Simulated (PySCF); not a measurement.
# N2 (nitrogen) at QCISD(T)/STO-6G

What is the energy change on altering one bond length of N2 (nitrogen) at QCISD(T)/STO-6G? 

The calculation is run with PySCF 2.14.0.

17 further runs of the same task are left out: 6 that didn't finish, 11 set aside as unsound or not needed.

## Step 1: The molecule

The species is N2 (2 atoms), meant as a singlet with charge 0. As SMILES, `N#N`. The coordinates come from a PBE0-D4/def2-TZVP relaxation.

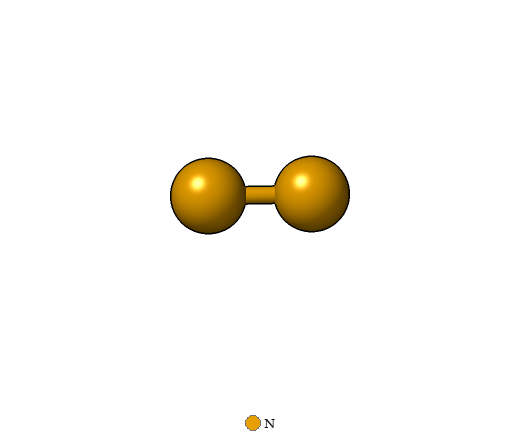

The structure, seen from a chosen angle (nitrogen amber).

## Step 2: The energy at QCISD(T)/STO-6G

input.py

```python
# N#N
from pyscf import gto, scf, cc

mol = gto.Mole()
mol.atom = [
    ('N', (0.465500, -0.150300, 0.239800)),
    ('N', (-0.465500, 0.150300, -0.239800)),
]
mol.max_memory = 1860
mol.basis = 'sto-6g'
mol.spin = 0
mol.verbose = 3
mol.build()

hf = scf.RHF(mol)
hf.conv_tol = 1e-10
hf.kernel()
if not hf.converged:
    hf = hf.newton().run(hf.mo_coeff, hf.mo_occ)

mycc = cc.QCISD(hf, frozen=2)
mycc.kernel()
e_t = mycc.qcisd_t()
energy = mycc.e_tot + e_t
print('E = %.10f Eh' % energy)
```

Run with:

```console
OMP_NUM_THREADS=1 python input.py
```

The log of the run:

```text
converged SCF energy = -108.539195560113
E(QCISD) = -108.6913541217912  E_corr = -0.1521585616781774
QCISD(T) correction = -0.00169496722764495
E = -108.6930490890 Eh
```

It took 0.54 s on 1 thread of Intel Xeon 6975P-C (Granite Rapids), shared host; peak memory 0.1 GiB.

## Step 3: The distorted shape, same level

input.py

```python
from pyscf import gto, cc

mol = gto.Mole()
mol.atom = [
    ('N', (1.210296, -0.390779, 0.623478)),
    ('N', (-0.465500, 0.150300, -0.239800)),
]
mol.basis = 'sto-6g'
mol.verbose = 3
mol.max_memory = 1860
mol.charge = 0
mol.build()

mf = mol.RHF()
mf.conv_tol = 1e-10
mf.kernel()
if not mf.converged:
    mf = mf.newton().run(mf.mo_coeff, mf.mo_occ)

mycc = cc.QCISD(mf, frozen=2)
mycc.kernel()
e_t = mycc.qcisd_t()
etot = mycc.e_tot + e_t
print('E(%s) = %.9f' % ('QCISD(T)', etot))
```

Run with:

```console
OMP_NUM_THREADS=1 python input.py
```

The log of the run:

```text
converged SCF energy = -107.954686266566
E(QCISD) = -108.6008555111191  E_corr = -0.6461692445531709
QCISD(T) correction = -0.00449051142969928
E(QCISD(T)) = -108.605346023
```

It took 0.76 s on 1 thread of Intel Xeon 6975P-C (Granite Rapids), shared host; peak memory 0.12 GiB.

## Step 4: What came out

Level: QCISD(T)/STO-6G, 2 core orbitals frozen.

| quantity | value |
| --- | --- |
| first shape: total energy | -108.69305 Eh |
| first shape: dipole moment (Hartree–Fock density) | 0.00 D |
| first shape: HOMO energy (Hartree–Fock orbitals) | -14.86 eV |
| first shape: LUMO energy (Hartree–Fock orbitals) | 7.47 eV |
| first shape: HOMO–LUMO gap (Hartree–Fock orbitals) | 22.33 eV |
| first shape: correlation energy (2 core orbitals frozen) | -153.9 mEh |
| first shape: (T) correction | -1.69 mEh |
| first shape: T1 diagnostic | 0.003 |
| distorted shape: total energy | -108.60535 Eh |
| distorted shape: dipole moment (Hartree–Fock density) | 0.00 D |
| distorted shape: HOMO energy (Hartree–Fock orbitals) | -6.85 eV |
| distorted shape: LUMO energy (Hartree–Fock orbitals) | 1.96 eV |
| distorted shape: HOMO–LUMO gap (Hartree–Fock orbitals) | 8.81 eV |
| distorted shape: correlation energy (2 core orbitals frozen) | -650.7 mEh |
| distorted shape: (T) correction | -4.49 mEh |
| distorted shape: T1 diagnostic | 0.013 |
| energy change with the N1–N2 bond stretched from 1.090 to 1.961 Å | 2.387 eV |

In words: With the N1–N2 bond stretched from 1.090 to 1.961 Å the energy rises by 2.39 eV (230 kJ/mol). The first shape isn't relaxed at this level, so the change isn't measured from a minimum. A restricted reference can't describe the breaking bond well at this length. The minimal basis adds a large error of its own. The triples (first shape) make up 1.1 % of the correlation energy. The triples (distorted shape) make up 0.7 % of the correlation energy.
